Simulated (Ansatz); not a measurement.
# UBLYP/STO-3G run of NS (Mononitrogen monosulfide)

Aim: the vertical doublet–quartet gap of NS (Mononitrogen monosulfide) at UBLYP/STO-3G, from 2 runs. 

Program for the calculation: Ansatz 0.2.0.

41 further runs of the same task are left out: 4 that didn't finish, 37 set aside as unsound or not needed.

## (1) The molecule

NS has 2 atoms, charge 0, and is taken as a doublet. As SMILES, `[N]=S`. The shape is that of a GFN2-xTB optimisation.

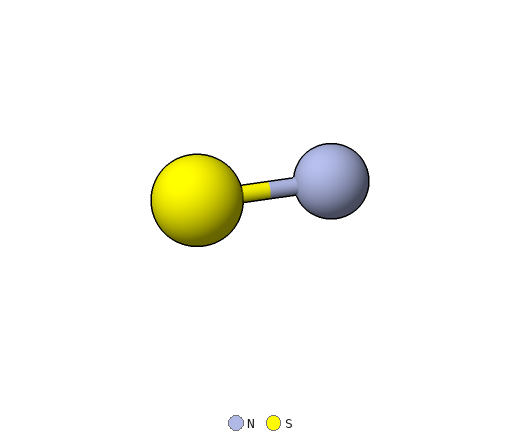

The structure, seen from a chosen angle (nitrogen light blue, sulfur yellow).

## (2) The energy at UBLYP/STO-3G

Input file molecule.yaml:

```yaml
crystal:
  periodic: [false, false, false]
  atoms:
    - symbol: "N"
      position_ang: [0.000000, 0.000000, 0.000000]
    - symbol: S
      position_ang: [0.000000, 0.000000, 1.463180]
basis:
  gaussian: {orbitals: STO-3G}
magnetization: {spin_polarized: true, initial_magnetization: 1}
hamiltonian: {xc: {name: BLYP}}
accuracy: high
```

Started as:

```console
$ ansatz run molecule.yaml --threads 1 --pin off --max-ram 2610MiB --events-out events.jsonl --progress --plain --runs-dir runs
```

The program printed:

```text
Warning: RAYON_NUM_THREADS=1 ignored (pool sized by the plan → 1); use --threads N
Functional definition: BLYP
  name "BLYP"
  parameter beta = 0.0042
  parameter a = 0.04918
  parameter b = 0.132
  parameter c = 0.2533
  parameter d = 0.349
  exchange = b88_x(beta = beta)
  correlation = lyp_c(a = a, b = b, c = c, d = d)
224 factors; integrals over basis functions are off by at most 2.2e-8 eV
mean field evaluation 1: about -12175.6865 eV, gradient 3.0e1 eV
mean field evaluation 2: about -12157.8899 eV, gradient 4.8e1 eV
mean field evaluation 4: about -12181.3071 eV, gradient 5.8e0 eV
mean field evaluation 8: about -12181.4979 eV, gradient 2.9e-2 eV
mean field evaluation 16: about -12181.4979 eV, gradient 4.9e-7 eV
mean field -12181.49794650 eV, -447.6617926180 hartree, gradient 1.9e-8 eV, S^2 0.751426; 1 other end points of the search recorded, 0 dependent functions left out
reference -12181.49797056 eV, -447.6617935023 hartree; 12, 11 occupied and 2, 3 virtual orbitals, 224 factors
Total energy: -12181.49797056 eV, -447.6617935023 hartree
```

It took 0.91 s on 1 thread of Intel Xeon Platinum 8375C at 2.90GHz (Ice Lake), shared host.

## (3) The quartet, same level

Input file molecule.yaml:

```yaml
basis:
  gaussian:
    orbitals: STO-3G
crystal:
  periodic: [false, false, false]
  atoms:
    - {symbol: N, position_ang: [0.000000, 0.000000, 0.000000]}
    - {symbol: S, position_ang: [0.000000, 0.000000, 1.463180]}
accuracy: high
hamiltonian:
  xc: {name: BLYP}
magnetization:
  spin_polarized: true
  initial_magnetization: 3
```

Started as:

```console
$ ansatz run molecule.yaml --threads 1 --pin off --max-ram 2610MiB --events-out events.jsonl --progress --plain --runs-dir runs
```

The program printed, cut to the lines that bear on the results:

```text
Warning: RAYON_NUM_THREADS=1 ignored (pool sized by the plan → 1); use --threads N
[... 9 set-up lines as earlier in the session ...]
224 factors; integrals over basis functions are off by at most 2.2e-8 eV
mean field evaluation 1: about -12173.9528 eV, gradient 1.7e1 eV
mean field evaluation 2: about -12164.3021 eV, gradient 3.7e1 eV
mean field evaluation 4: about -12177.2009 eV, gradient 3.9e0 eV
mean field evaluation 8: about -12177.3116 eV, gradient 1.0e-2 eV
mean field evaluation 16: about -12177.3116 eV, gradient 3.4e-9 eV
mean field evaluation 32: about -12176.6181 eV, gradient 1.3e0 eV
mean field -12177.31159558 eV, -447.5079470592 hartree, gradient 3.2e-9 eV, S^2 3.750201; 4 other end points of the search recorded, 0 dependent functions left out
reference -12177.31161996 eV, -447.5079479552 hartree; 13, 10 occupied and 1, 4 virtual orbitals, 224 factors
Total energy: -12177.31161996 eV, -447.5079479552 hartree
```

Run time: 1.2 s. Hardware: 1 thread of Intel Xeon Platinum 8375C at 2.90GHz (Ice Lake), shared host; peak memory 0.12 GiB.

## (4) Results

At UBLYP/STO-3G:

```
                                        quantity          value
                           doublet: total energy  -447.66179 Eh
                                   doublet: ⟨S²⟩          0.751
                           quartet: total energy  -447.50795 Eh
                                   quartet: ⟨S²⟩          3.750
vertical energy of the quartet above the doublet       4.186 eV
```

In words: At this shape the quartet lies 4.19 eV (404 kJ/mol) above the doublet. In a minimal basis such a difference can be off by several eV, whatever the method.
